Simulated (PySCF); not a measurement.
Input file:

```
{"job": {"kind": "epr"}, "charge": 0, "multiplicity": 2}
Si    -0.115787    -0.572345     1.701661
N     -0.295356    -0.664689    -0.000192
Si    -0.127734     0.676356    -1.130040
F      0.965117    -1.647106     2.255966
F      0.504874     0.908672     1.946491
H     -0.601008    -1.551228    -0.391762
H     -0.619851     0.176711    -2.446892
H     -0.949413     1.843128    -0.697530
H      1.291040     1.116055    -1.263290
```

Launched as:

```sh
OMP_NUM_THREADS=1 python cluster_run.py task.json out
```

Geometry: PBE0-D3(BJ)/def2-SVP.

Computed with UKS B3LYP, IGLO-III on F N Si, pcH-1 on H, non-relativistic, mean-field spin-orbit, GIAO in PySCF 2.14.0, density-fitted response routines.

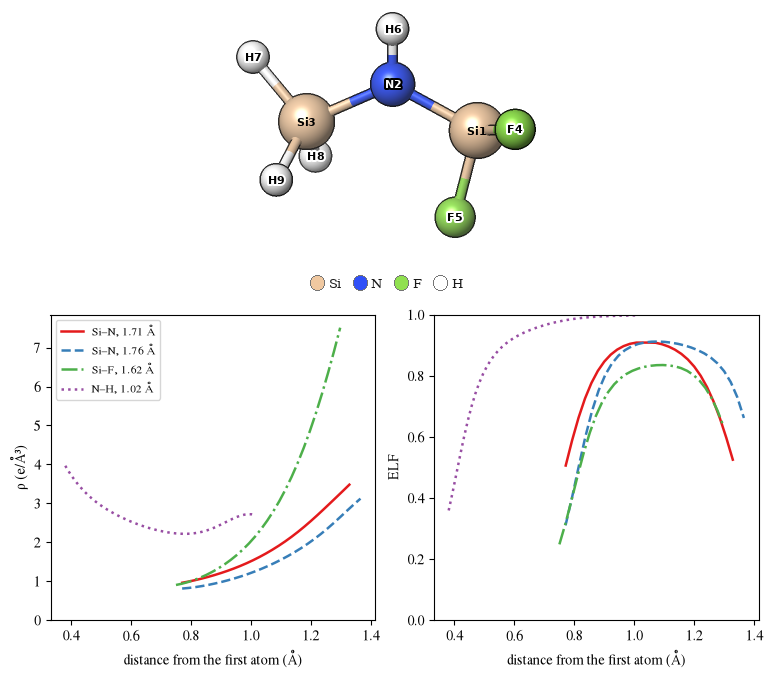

F2H4NSi2 (SMILES F[Si](F)N[SiH3]) (doublet). Electron density and electron localisation function along straight lines between neighbouring atoms. The curves leave out the atomic cores. The structure is drawn too.

Q: Compare the contacts.

A: Si–N (1.71 Å): ρ at the midpoint is about 1.1 e/Å³; the ELF peaks at about 0.90 between the atoms; a shared but strongly polarised pair.
Si–N (1.76 Å): the density is about 0.94 e/Å³ at the midpoint; the ELF peaks at about 0.90 between the atoms; a shared but strongly polarised pair.
Si–F (1.62 Å): the density is about 1 e/Å³ at the midpoint; the ELF peaks at about 0.85 in the valence shell of F, 0.5 Å from its nucleus, and is about 0.45 at the midpoint.
N–H (1.02 Å): ρ at the midpoint is about 2.9 e/Å³; the ELF climbs to about 1 towards the hydrogen, as it does in any bond to H (a covalent bond by its length).
